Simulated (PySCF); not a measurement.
**Geometry relaxation of CH$_{10}$Si$_{2}$ (part 4 of 4)**

The same run, continued: CH$_{10}$Si$_{2}$; RKS PBE0-D4/def2-TZVP, density fitting (PySCF 2.14.0). The geometry is a transition state displaced along its imaginary mode. The reaction was set up to form Si1–C7 and Si2–H6 and to break Si1–Si2 and H6–C7 (atoms counted from 1 in the order of the input); sticks are drawn by distance alone.

Geometry of the input (Å):
```
Si -0.3311  0.9252  0.6588
Si 1.4579  -1.1890  0.2323
H  -1.2748  2.0531  0.7810
H  -0.4544  0.1550  2.0050
H  1.0222  1.6260  0.4902
H  0.0586  -0.3088  -0.3820
C  -1.3519  0.3478  -0.9850
H  2.2804  -0.8380  1.4547
H  1.0023  -2.6006  0.3993
H  2.3598  -1.1256  -0.9366
H  -1.1861  -0.5147  -1.6850
H  -1.2589  1.2547  -1.5267
H  -2.3240  0.2149  -0.5058
```

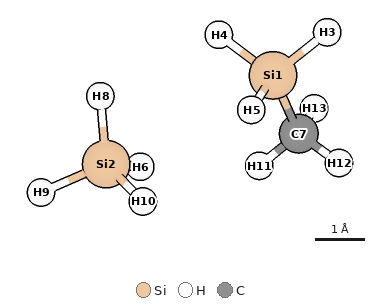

**Figure 1.** The geometry at step 55 of the log (ball-and-stick view, seen at a tilt; atoms are numbered from 1 in the order of the input).

Trajectory as extended XYZ, continued
```
13
Properties=species:S:1:pos:R:3:forces:R:3 step=54 energy=-16947.60457
Si   -0.6727    1.3610    0.4739   -0.0033  -0.0015  -0.0003
Si    1.8499   -1.7778    0.3357   -0.0091   0.0018   0.0011
H    -0.9755    2.7648    0.8638   -0.0013   0.0025   0.0013
H    -0.9322    0.4839    1.6471   -0.0015  -0.0001  -0.0004
H     0.7778    1.2770    0.1472    0.0029  -0.0001  -0.0005
H     0.4486   -1.7603   -0.1576   -0.0003  -0.0014   0.0011
C    -1.7116    0.8420   -0.9917    0.0019  -0.0005   0.0004
H     1.8976   -1.2250    1.7115   -0.0005   0.0034   0.0032
H     2.3430   -3.1785    0.3462    0.0030  -0.0073  -0.0018
H     2.6997   -0.9608   -0.5651    0.0065   0.0040  -0.0058
H    -1.4737   -0.1811   -1.2910   -0.0033   0.0025   0.0013
H    -1.5304    1.4978   -1.8463   -0.0003  -0.0043   0.0023
H    -2.7754    0.8872   -0.7480    0.0051   0.0008  -0.0023
13
Properties=species:S:1:pos:R:3:forces:R:3 step=55 energy=-16947.60461
Si   -0.6739    1.3596    0.4756   -0.0030  -0.0007  -0.0013
Si    1.8511   -1.7768    0.3337   -0.0036  -0.0004  -0.0047
H    -0.9747    2.7640    0.8651   -0.0018  -0.0001   0.0009
H    -0.9362    0.4825    1.6482   -0.0012   0.0002   0.0018
H     0.7767    1.2734    0.1504    0.0036  -0.0005   0.0000
H     0.4482   -1.7634   -0.1557    0.0024  -0.0012   0.0001
C    -1.7117    0.8418   -0.9912    0.0023   0.0008  -0.0055
H     1.8997   -1.2262    1.7103    0.0009   0.0015   0.0036
H     2.3497   -3.1762    0.3395   -0.0004   0.0018  -0.0001
H     2.6962   -0.9545   -0.5675    0.0004  -0.0011  -0.0011
H    -1.4771   -0.1826   -1.2886   -0.0032   0.0063   0.0033
H    -1.5262    1.4958   -1.8463   -0.0023  -0.0071   0.0054
H    -2.7759    0.8914   -0.7497    0.0059   0.0007  -0.0027
```
